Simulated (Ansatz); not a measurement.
# Run report: SnPH₅S, molecular dynamics (part 1 of 2)

- system: SnPH₅S
- method: RKS r2SCAN-d3bjatm/def2-SVP (Ansatz 0.2.0)

The geometry comes from this level: PBE0-D4/def2-TZVP. Figures and captions count atoms from 1; the log counts them from 0 in places.

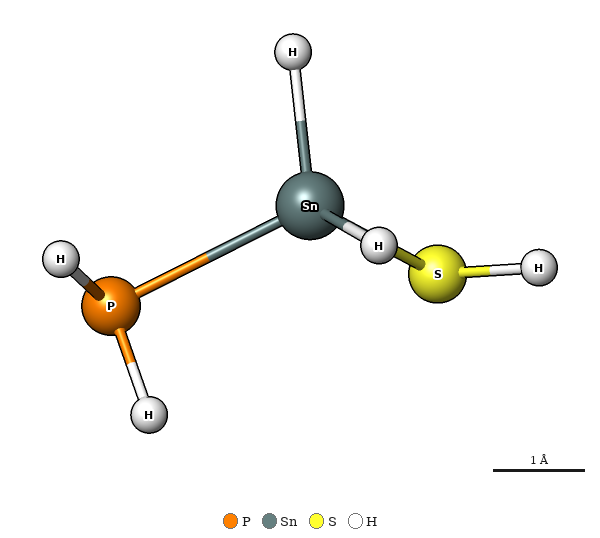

Figure 1. The input geometry (ball-and-stick view, seen at a tilt). Sticks mark near contacts. Bond lengths as drawn: H–P 1.42 Å, H–S 1.34 Å, H–Sn 1.71 Å, P–Sn 2.50 Å and S–Sn 2.41 Å.

## Input file
```yaml
crystal:
  periodic: [false, false, false]
  atoms:
    - {symbol: P, position_ang: [-1.142685, 0.603289, -1.565484]}
    - {symbol: Sn, position_ang: [0.589122, 0.064387, 0.153682]}
    - {symbol: S, position_ang: [0.443192, -2.325531, 0.432181]}
    - {symbol: H, position_ang: [-2.182182, 0.622534, -0.597142]}
    - {symbol: H, position_ang: [-0.906481, 2.001197, -1.447163]}
    - {symbol: H, position_ang: [0.328319, 0.773880, 1.686547]}
    - {symbol: H, position_ang: [2.136937, 0.486688, -0.437313]}
    - {symbol: H, position_ang: [0.825979, -2.283545, 1.718791]}
basis:
  gaussian: {orbitals: def2-SVP}
hamiltonian: {xc: {name: r2SCAN}, dispersion: d3bjatm}
md: {timestep: 1 fs, n_steps: 30, ensemble: nvt_nose_hoover, temperature: 500, initial_velocities: maxwell_boltzmann, seed: 279}
```

Run on 2 threads of AMD EPYC, 23 GiB of memory available, shared host.

Launched with:
```bash
ansatz run in.yaml --threads 2 --pin off --events-out ev --progress --plain --max-ram 4352MiB
```

## The program's output
```
Functional definition: r2SCAN
  name "r2SCAN"
  cite "Furness, Kaplan, Ning, Perdew & Sun, J. Phys. Chem. Lett. 11, 8208 (2020) doi:10.1021/acs.jpclett.0c02405"
  cite "Furness, Kaplan, Ning, Perdew & Sun, J. Phys. Chem. Lett. 11, 9248 (2020) doi:10.1021/acs.jpclett.0c03077"
  parent r2scan
  parameter k0 = 0.174
  parameter k1 = 0.065
  parameter a1 = 4.9479
  exchange = r2scan_x(k0 = k0, k1 = k1, a1 = a1)
  correlation = r2scan_c
993 factors; their error is unknown
mean field evaluation 1: about -26030.8955 eV, gradient 1.7e1 eV
mean field evaluation 2: about -26030.7238 eV, gradient 1.9e1 eV
mean field evaluation 4: about -26031.7961 eV, gradient 5.6e-1 eV
mean field evaluation 8: about -26031.7674 eV, gradient 5.6e-2 eV
mean field evaluation 16: about -26031.7674 eV, gradient 7.4e-6 eV
mean field -26031.76742698 eV, -956.6498079757 hartree, gradient 7.4e-6 eV, S^2 0.000000; 0 other end points of the search recorded, 0 dependent functions left out
the calculation of the forces begins
reference -26031.76743789 eV, -956.6498083766 hartree; 29, 29 occupied and 58, 58 virtual orbitals, 993 factors
md step     0: t =     0.00 fs  T =   500.0 K  F+E_penalty+E_count = -26031.82506663 eV  E_kin = 0.387780 eV  conserved = -26031.43728663 eV  (26 SCF iters)
these checks for a lower state are left out or cut short: starts, cluster_reference, orbital_swaps, neighbouring_geometries, increment
993 factors; their error is unknown
mean field -26031.73234707 eV, -956.6485188129 hartree, gradient 8.9e-5 eV, S^2 0.000000; 0 other end points of the search recorded, 0 dependent functions left out
the calculation of the forces begins
reference -26031.73235800 eV, -956.6485192144 hartree; 29, 29 occupied and 58, 58 virtual orbitals, 993 factors
md step     1: t =     1.00 fs  T =   456.2 K  F+E_penalty+E_count = -26031.79005083 eV  E_kin = 0.353789 eV  conserved = -26031.43626229 eV  (26 SCF iters)
[... from here on the SCF iterations and repeated set-up lines of each step are left out, up to the last step ...]
md step     2: t =     2.00 fs  T =   377.0 K  F+E_penalty+E_count = -26031.72613460 eV  E_kin = 0.292371 eV  conserved = -26031.43377073 eV  (27 SCF iters)
md step     3: t =     3.00 fs  T =   310.0 K  F+E_penalty+E_count = -26031.67200590 eV  E_kin = 0.240451 eV  conserved = -26031.43158025 eV  (27 SCF iters)
md step     4: t =     4.00 fs  T =   295.5 K  F+E_penalty+E_count = -26031.66069399 eV  E_kin = 0.229185 eV  conserved = -26031.43156819 eV  (28 SCF iters)
md step     5: t =     5.00 fs  T =   334.1 K  F+E_penalty+E_count = -26031.69260859 eV  E_kin = 0.259084 eV  conserved = -26031.43363887 eV  (28 SCF iters)
md step     6: t =     6.00 fs  T =   388.3 K  F+E_penalty+E_count = -26031.73685415 eV  E_kin = 0.301172 eV  conserved = -26031.43587715 eV  (27 SCF iters)
md step     7: t =     7.00 fs  T =   415.6 K  F+E_penalty+E_count = -26031.75867887 eV  E_kin = 0.322285 eV  conserved = -26031.43669366 eV  (29 SCF iters)
md step     8: t =     8.00 fs  T =   397.1 K  F+E_penalty+E_count = -26031.74354216 eV  E_kin = 0.307979 eV  conserved = -26031.43597977 eV  (28 SCF iters)
md step     9: t =     9.00 fs  T =   343.2 K  F+E_penalty+E_count = -26031.70021283 eV  E_kin = 0.266196 eV  conserved = -26031.43455169 eV  (29 SCF iters)
md step    10: t =    10.00 fs  T =   279.4 K  F+E_penalty+E_count = -26031.64930508 eV  E_kin = 0.216682 eV  conserved = -26031.43327251 eV  (29 SCF iters)
md step    11: t =    11.00 fs  T =   229.8 K  F+E_penalty+E_count = -26031.61005824 eV  E_kin = 0.178185 eV  conserved = -26031.43263416 eV  (28 SCF iters)
md step    12: t =    12.00 fs  T =   207.0 K  F+E_penalty+E_count = -26031.59236237 eV  E_kin = 0.160539 eV  conserved = -26031.43269819 eV  (29 SCF iters)
md step    13: t =    13.00 fs  T =   210.6 K  F+E_penalty+E_count = -26031.59552898 eV  E_kin = 0.163364 eV  conserved = -26031.43316767 eV  (28 SCF iters)
md step    14: t =    14.00 fs  T =   232.5 K  F+E_penalty+E_count = -26031.61274778 eV  E_kin = 0.180308 eV  conserved = -26031.43359868 eV  (30 SCF iters)
md step    15: t =    15.00 fs  T =   264.6 K  F+E_penalty+E_count = -26031.63765470 eV  E_kin = 0.205200 eV  conserved = -26031.43380904 eV  (29 SCF iters)
md step    16: t =    16.00 fs  T =   302.0 K  F+E_penalty+E_count = -26031.66682601 eV  E_kin = 0.234253 eV  conserved = -26031.43417141 eV  (29 SCF iters)
md step    17: t =    17.00 fs  T =   336.9 K  F+E_penalty+E_count = -26031.69450266 eV  E_kin = 0.261263 eV  conserved = -26031.43513335 eV  (29 SCF iters)
md step    18: t =    18.00 fs  T =   352.0 K  F+E_penalty+E_count = -26031.70694992 eV  E_kin = 0.272968 eV  conserved = -26031.43621176 eV  (27 SCF iters)
md step    19: t =    19.00 fs  T =   330.6 K  F+E_penalty+E_count = -26031.68993041 eV  E_kin = 0.256386 eV  conserved = -26031.43612389 eV  (28 SCF iters)
md step    20: t =    20.00 fs  T =   277.4 K  F+E_penalty+E_count = -26031.64658924 eV  E_kin = 0.215106 eV  conserved = -26031.43439125 eV  (29 SCF iters)
md step    21: t =    21.00 fs  T =   224.8 K  F+E_penalty+E_count = -26031.60346369 eV  E_kin = 0.174355 eV  conserved = -26031.43230560 eV  (29 SCF iters)
md step    22: t =    22.00 fs  T =   210.5 K  F+E_penalty+E_count = -26031.59150443 eV  E_kin = 0.163224 eV  conserved = -26031.43174630 eV  (29 SCF iters)
md step    23: t =    23.00 fs  T =   244.8 K  F+E_penalty+E_count = -26031.61916268 eV  E_kin = 0.189846 eV  conserved = -26031.43308603 eV  (29 SCF iters)
md step    24: t =    24.00 fs  T =   303.9 K  F+E_penalty+E_count = -26031.66650213 eV  E_kin = 0.235654 eV  conserved = -26031.43500489 eV  (29 SCF iters)
md step    25: t =    25.00 fs  T =   350.7 K  F+E_penalty+E_count = -26031.70353015 eV  E_kin = 0.271983 eV  conserved = -26031.43618754 eV  (29 SCF iters)
md step    26: t =    26.00 fs  T =   359.7 K  F+E_penalty+E_count = -26031.71005868 eV  E_kin = 0.278941 eV  conserved = -26031.43629989 eV  (29 SCF iters)
md step    27: t =    27.00 fs  T =   325.5 K  F+E_penalty+E_count = -26031.68230081 eV  E_kin = 0.252432 eV  conserved = -26031.43559081 eV  (29 SCF iters)
md step    28: t =    28.00 fs  T =   260.7 K  F+E_penalty+E_count = -26031.63027625 eV  E_kin = 0.202155 eV  conserved = -26031.43432261 eV  (29 SCF iters)
md step    29: t =    29.00 fs  T =   190.1 K  F+E_penalty+E_count = -26031.57367529 eV  E_kin = 0.147465 eV  conserved = -26031.43279712 eV  (29 SCF iters)
these checks for a lower state are left out or cut short: starts, cluster_reference, orbital_swaps, neighbouring_geometries, increment
993 factors; their error is unknown
mean field -26031.47881822 eV, -956.6392017996 hartree, gradient 6.2e-6 eV, S^2 0.000000; 0 other end points of the search recorded, 0 dependent functions left out
the calculation of the forces begins
reference -26031.47882923 eV, -956.6392022040 hartree; 29, 29 occupied and 58, 58 virtual orbitals, 993 factors
993 factors; their error is unknown
mean field evaluation 256: about -26031.4788 eV, gradient 1.7e-3 eV
mean field -26031.47881822 eV, -956.6392017996 hartree, gradient 6.1e-6 eV, S^2 0.000000; 1 other end points of the search recorded, 0 dependent functions left out
the calculation of the forces begins
reference -26031.47882923 eV, -956.6392022040 hartree; 29, 29 occupied and 58, 58 virtual orbitals, 993 factors
md step    30: t =    30.00 fs  T =   143.7 K  F+E_penalty+E_count = -26031.53621481 eV  E_kin = 0.111425 eV  conserved = -26031.43167861 eV  (26 SCF iters)
```

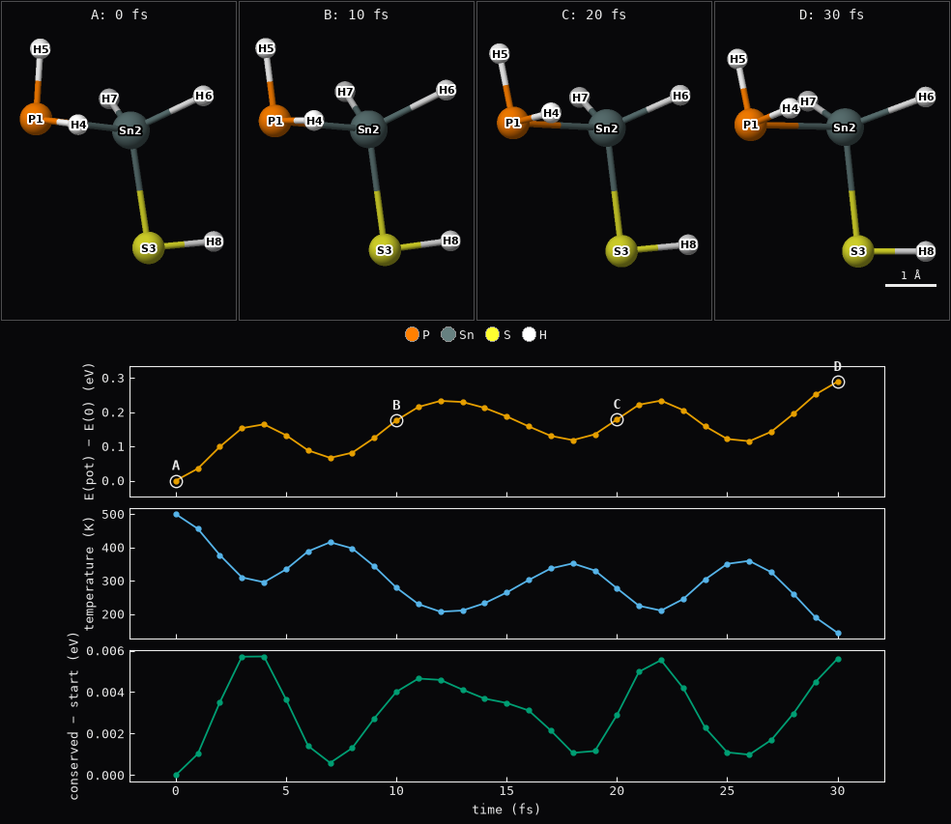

Figure 2. Frames of the molecular dynamics (ball-and-stick, seen at a tilt) above the curves, on which the letters mark them. The trajectory kept here has 31 frames over 30 fs. The temperature starts at 500 K, ranges from 144 to 500 K and averages 280 K over the second half. The potential energy ends 0.289 eV above its first value. The conserved quantity stays within 0.0057 eV. After an unweighted best fit of the last frame on the first, the root-mean-square displacement is 0.22 Å.

```
Total energy: -26031.53622581 eV, -956.6413114895 hartree
Atom 0 at    -1.150740     0.484184    -1.539511 Å, force    -0.369992    -0.778697    -0.138939 eV/Å
Atom 1 at     0.606707     0.116168     0.171439 Å, force     1.033466    -0.852416     0.271537 eV/Å
Atom 2 at     0.381246    -2.395961     0.357725 Å, force     0.114946     0.704858     0.301183 eV/Å
Atom 3 at    -2.114718     0.949452    -0.614301 Å, force    -0.251774     0.068200     0.203257 eV/Å
Atom 4 at    -0.690892     1.764127    -1.804045 Å, force     0.286299     1.010294    -0.274552 eV/Å
Atom 5 at     0.438461     0.717504     1.856970 Å, force     0.182396    -0.152022    -0.949929 eV/Å
Atom 6 at     2.174150     0.429894    -0.746216 Å, force    -1.006478    -0.083526     0.878463 eV/Å
Atom 7 at     0.542367    -2.458425     1.710148 Å, force     0.011136     0.083309    -0.291020 eV/Å
Dipole moment:    -0.004783     0.561980     0.272026 e Å
```

## Trajectory as extended XYZ (Å, eV, eV/Å), 31 frames, from step=0 to step=30
```
8
Properties=species:S:1:pos:R:3:forces:R:3 step=0 time_fs=0.0 energy=-26031.82507 temperature=500.0
P    -1.1427    0.6033   -1.5655   -0.0343  -0.1488  -0.3026
Sn    0.5891    0.0644    0.1537    0.1128   0.1927   0.0429
S     0.4432   -2.3255    0.4322   -0.1047  -0.3496  -0.1842
H    -2.1822    0.6225   -0.5971   -0.1388   0.0062   0.1319
H    -0.9065    2.0012   -1.4472    0.0270   0.1919   0.0169
H     0.3283    0.7739    1.6865   -0.0259   0.0586   0.1178
H     2.1369    0.4867   -0.4373    0.0912   0.0420  -0.0462
H     0.8260   -2.2835    1.7188    0.0727   0.0071   0.2235
8
Properties=species:S:1:pos:R:3:forces:R:3 step=1 time_fs=1.0 energy=-26031.79005 temperature=456.2
P    -1.1411    0.5997   -1.5625   -0.0552  -0.6227  -0.4375
Sn    0.5894    0.0665    0.1540   -0.3114  -0.1310  -0.0639
S     0.4409   -2.3294    0.4293   -0.0602  -0.2604  -0.0721
H    -2.1828    0.6292   -0.6049   -0.2164   0.0284   0.2077
H    -0.9058    1.9791   -1.4775    0.0992   0.6402   0.0646
H     0.3633    0.7708    1.6650   -0.1308   0.1974   0.4757
H     2.0988    0.4911   -0.4196    0.6372   0.1588  -0.2899
H     0.8166   -2.2788    1.7222    0.0376  -0.0107   0.1154
8
Properties=species:S:1:pos:R:3:forces:R:3 step=2 time_fs=2.0 energy=-26031.72614 temperature=377.0
P    -1.1395    0.5959   -1.5596   -0.1042  -0.9679  -0.5054
Sn    0.5897    0.0685    0.1543   -0.7317  -0.4381  -0.1381
S     0.4386   -2.3334    0.4265   -0.0083  -0.1682   0.0703
H    -2.1855    0.6361   -0.6107   -0.2456   0.0519   0.2387
H    -0.9041    1.9632   -1.5073    0.1503   0.9577   0.0893
H     0.3970    0.7696    1.6480   -0.2170   0.3184   0.7931
H     2.0667    0.4970   -0.4047    1.1609   0.2772  -0.5249
H     0.8075   -2.2741    1.7267   -0.0043  -0.0309  -0.0230
8
Properties=species:S:1:pos:R:3:forces:R:3 step=3 time_fs=3.0 energy=-26031.67201 temperature=310.0
P    -1.1379    0.5918   -1.5569   -0.1703  -1.0687  -0.5091
Sn    0.5899    0.0705    0.1546   -1.0228  -0.6592  -0.1610
S     0.4363   -2.3374    0.4236    0.0398  -0.0747   0.2056
H    -2.1906    0.6435   -0.6142   -0.2166   0.0738   0.2191
H    -0.9010    1.9564   -1.5362    0.1607   1.0318   0.0979
H     0.4287    0.7714    1.6386   -0.2736   0.3893   0.9970
H     2.0458    0.5055   -0.3948    1.5247   0.3594  -0.6955
H     0.7984   -2.2697    1.7310   -0.0419  -0.0517  -0.1540
8
Properties=species:S:1:pos:R:3:forces:R:3 step=4 time_fs=4.0 energy=-26031.66069 temperature=295.5
P    -1.1364    0.5873   -1.5544   -0.2418  -0.8927  -0.4724
Sn    0.5901    0.0725    0.1549   -1.0661  -0.7318  -0.1257
S     0.4340   -2.3414    0.4209    0.0754   0.0177   0.3015
H    -2.1977    0.6516   -0.6156   -0.1352   0.0909   0.1566
H    -0.8964    1.9596   -1.5641    0.1250   0.8341   0.1058
H     0.4577    0.7769    1.6387   -0.2973   0.3857   1.0323
H     2.0394    0.5175   -0.3916    1.6063   0.3671  -0.7524
H     0.7889   -2.2658    1.7338   -0.0664  -0.0711  -0.2457
8
Properties=species:S:1:pos:R:3:forces:R:3 step=5 time_fs=5.0 energy=-26031.69261 temperature=334.1
P    -1.1349    0.5826   -1.5520   -0.3127  -0.5117  -0.4263
Sn    0.5901    0.0744    0.1552   -0.8260  -0.6380  -0.0365
S     0.4317   -2.3455    0.4182    0.0936   0.1061   0.3375
H    -2.2061    0.6606   -0.6155   -0.0198   0.1004   0.0685
H    -0.8906    1.9707   -1.5911    0.0565   0.4398   0.1262
H     0.4839    0.7862    1.6487   -0.2947   0.3038   0.8902
H     2.0484    0.5330   -0.3955    1.3762   0.2862  -0.6823
H     0.7788   -2.2626    1.7343   -0.0732  -0.0866  -0.2775
8
Properties=species:S:1:pos:R:3:forces:R:3 step=6 time_fs=6.0 energy=-26031.73685 temperature=388.3
P    -1.1336    0.5777   -1.5497   -0.3810  -0.0522  -0.3937
Sn    0.5901    0.0763    0.1554   -0.3748  -0.4177   0.0948
S     0.4294   -2.3495    0.4156    0.0933   0.1880   0.3066
H    -2.2147    0.6706   -0.6148    0.1049   0.1014  -0.0241
H    -0.8842    1.9860   -1.6168   -0.0224  -0.0230   0.1619
H     0.5073    0.7983    1.6673   -0.2777   0.1631   0.6131
H     2.0706    0.5512   -0.4060    0.9192   0.1374  -0.5163
H     0.7679   -2.2602    1.7321   -0.0615  -0.0969  -0.2423
8
Properties=species:S:1:pos:R:3:forces:R:3 step=7 time_fs=7.0 energy=-26031.75868 temperature=415.6
P    -1.1323    0.5729   -1.5476   -0.4435   0.3720  -0.3850
Sn    0.5900    0.0781    0.1557    0.1601  -0.1434   0.2502
S     0.4272   -2.3534    0.4131    0.0772   0.2617   0.2152
H    -2.2224    0.6815   -0.6142    0.2150   0.0946  -0.1025
H    -0.8780    2.0011   -1.6410   -0.0914  -0.4412   0.2059
H     0.5280    0.8121    1.6917   -0.2577  -0.0037   0.2710
H     2.1016    0.5708   -0.4215    0.3749  -0.0386  -0.3080
H     0.7565   -2.2588    1.7276   -0.0347  -0.1014  -0.1468
8
Properties=species:S:1:pos:R:3:forces:R:3 step=8 time_fs=8.0 energy=-26031.74354 temperature=397.1
P    -1.1312    0.5681   -1.5456   -0.4939   0.6928  -0.4016
Sn    0.5900    0.0799    0.1560    0.6674   0.1177   0.4081
S     0.4250   -2.3573    0.4106    0.0514   0.3274   0.0836
H    -2.2279    0.6933   -0.6147    0.2923   0.0822  -0.1533
H    -0.8727    2.0119   -1.6632   -0.1387  -0.7485   0.2482
H     0.5462    0.8257    1.7187   -0.2415  -0.1661  -0.0697
H     2.1362    0.5900   -0.4399   -0.1380  -0.2046  -0.1039
H     0.7448   -2.2583    1.7216    0.0010  -0.1009  -0.0114
```
